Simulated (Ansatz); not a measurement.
Base system: SiO$_{2}$ in the rutile structure (space group P4_2/mnm, No. 136; a = 4.195 Å, c = 2.678 Å). Axes: x, y, z lie along a, b, c of the conventional cell.

Modification: biaxial strain +1.80 %, plane normal [001], relaxed out of plane (Cartesian); in-plane vectors clamped, the third vector and the atoms free.

Method: plane-wave PAW DFT at the PBEsol level (Ansatz, a first-principles code, 420 eV), without spin-orbit coupling.

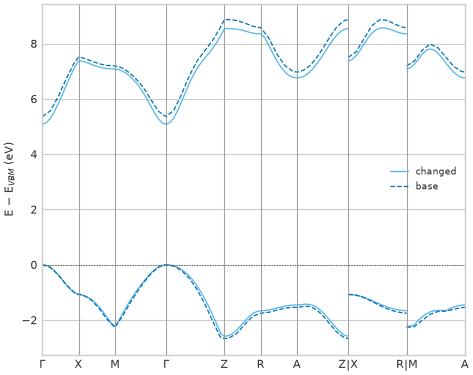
Figure: Highest valence and lowest conduction band along the path, each from its own valence-band maximum

Question: From the figure, how large is the changed gap, and is it direct?

Answer: About 5.1 eV, direct at Γ.

No phonon test of stability was made.
